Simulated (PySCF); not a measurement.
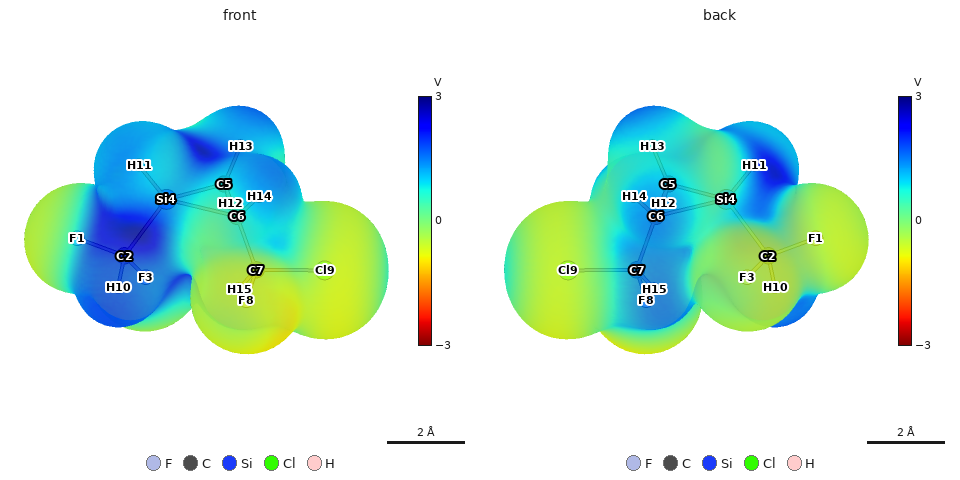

The picture shows: C$_{4}$H$_{6}$ClF$_{3}$Si. The electrostatic potential painted on the density surface at 0.004 e/bohr³, seen from the front and from behind; red is negative and blue positive.

Geometry: GFN2-xTB.

Computed with wB97X-D/def2-SVPD, SCF density, gas phase in PySCF.

```xyz
15

F     3.0735    0.8912    0.8175
C     1.8440    0.9997    0.2443
F     1.9796    0.5738   -1.0418
Si    0.5693   -0.1069    1.1883
C    -0.1389   -1.5436    0.2043
C    -1.0816   -0.3220    0.2785
C    -1.3682    0.3939   -0.9995
F    -1.7275    1.6903   -0.7612
Cl   -2.7269   -0.3809   -1.8855
H     1.6073    2.0723    0.2024
H     0.6992   -0.0055    2.6258
H     0.2521   -1.7681   -0.7799
H    -0.4940   -2.4340    0.7016
H    -1.9776   -0.4709    0.8684
H    -0.5148    0.4186   -1.6851
```

Question: Which sites attract a positive test charge, and which a negative one?

Answer: A positive charge is drawn to the negative regions and a negative charge to the positive ones. The most negative region (about −0.9 V, or −21 kcal/mol for a unit charge) lies over F8, the most positive (about +2.6 V, or +60 kcal/mol for a unit charge) over Si4. Cl9 shows a σ-hole: about +0.6 V, or +14 kcal/mol for a unit charge at the tip opposite its bond, against about −0.6 V, or −14 kcal/mol for a unit charge on its flanks.

Question: What dipole moment does the calculation give?

Answer: Its dipole moment is 2.45 D.
